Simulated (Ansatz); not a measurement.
## Electronic structure of H$_{3}$NPSi (doublet) in real space

The calculation's input:

```
crystal:
  periodic: [false, false, false]
  atoms:
    - symbol: "N"
      position_ang: [-1.171537, 1.043416, 0.833243]
    - symbol: P
      position_ang: [-2.479450, 0.266097, 0.477052]
    - symbol: Si
      position_ang: [-0.295541, 2.524658, 1.137654]
    - symbol: H
      position_ang: [0.828149, 2.601978, 0.142935]
    - symbol: H
      position_ang: [-1.140121, 3.771735, 1.024015]
    - symbol: H
      position_ang: [0.270444, 2.441459, 2.527224]
basis:
  gaussian:
    orbitals: def2-TZVPD
magnetization:
  spin_polarized: true
  initial_magnetization: 1
hamiltonian:
  xc: {name: PBE0}
output:
  forces: true
  orbitals: {seedname: orbitals}
```

Run with:

```sh
ansatz run input.yaml --threads 1 --pin off --max-ram 2610MiB --events-out events.jsonl --progress --plain --runs-dir runs
```

Geometry: PBE-D3(BJ)/def2-SVP.

Method: Ansatz, isolated molecule in a Gaussian basis; Kohn-Sham density functional theory, functional PBE0.

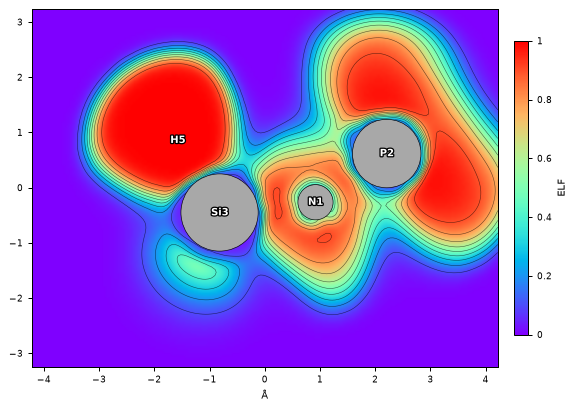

Figure 1. ELF on the plane of atoms N1, Si3 and H5. Grey discs cover the atomic cores.

**What do the fields say about this system?**

The plane passes through N, P, Si and H nuclei. P–N (1.56 Å): the ELF peaks at about 0.85 between the atoms (a short, strongly polar bond). Si–N (1.75 Å): the ELF peaks at about 0.90 between the atoms: a polar covalent bond. Si–H (1.51 Å): the ELF climbs to about 1 towards the hydrogen, as it does in any bond to H. The ELF also peaks beside N1 and P2, away from the bonds: non-bonding electrons, paired or unpaired.

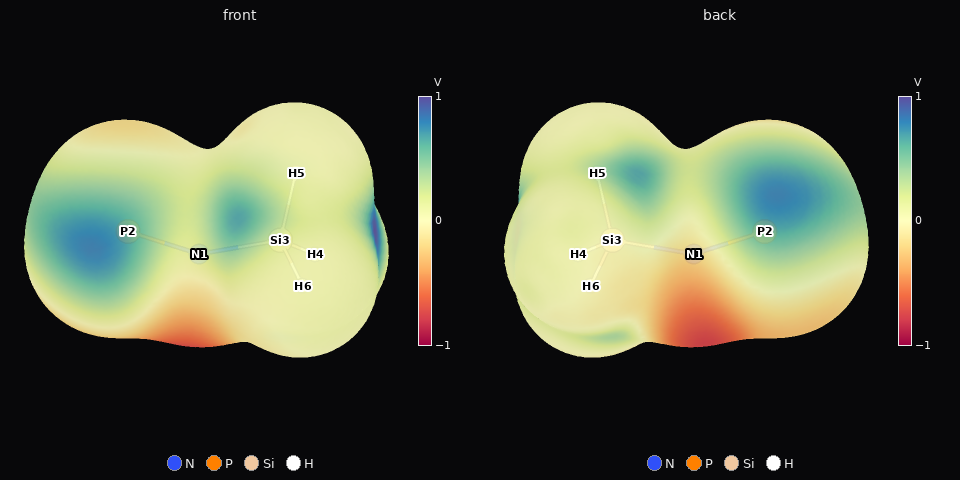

Figure 2. The electrostatic potential painted on the density surface at 0.001 e/bohr³, seen from the front and from behind; the colour scale runs from red (negative) to blue (positive).

**Which sites attract a positive test charge, and which a negative one?**

A positive charge is drawn to the negative regions and a negative charge to the positive ones. The most negative region (about −0.7 V) lies over N1, the most positive (about +0.9 V) over Si3.

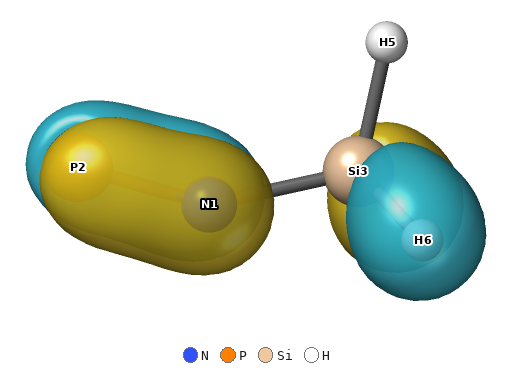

Figure 3. The HOMO−1 (β) at ±0.15 Å⁻³ᐟ² (yellow and cyan are the two phases), seen across its widest extent.

**Describe this orbital and give its energy.**

Its weight (Hirshfeld) is mainly on N1 (about 30 %), P2 (about 25 %), Si3 (about 20 %), H4 (about 10 %) and H6 (about 10 %). Its energy is −8.91 eV.
